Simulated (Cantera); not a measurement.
Feed: 1 mol SiCl4, 65 mol N2, held at 1.95 Torr.

These are equilibrium values from Cantera (NASA tables, ideal gas, pure condensed phases), not measurements of a reactor. Candidate condensed phases: Si, Si3N4; 13 gas species. The tables' values for SiCl3 are old estimates; treat these amounts as uncertain. The numbers say what is thermodynamically allowed, not how fast it happens.

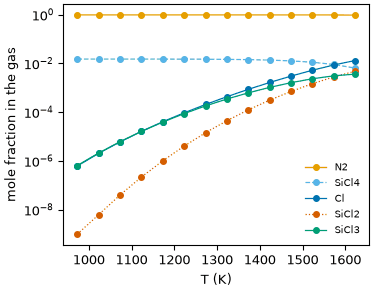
Equilibrium gas composition (values under 1e-9 drawn at 1e-9)

From 973 K to 1623 K nothing is condensed. The main Si-bearing gas is SiCl4 throughout.
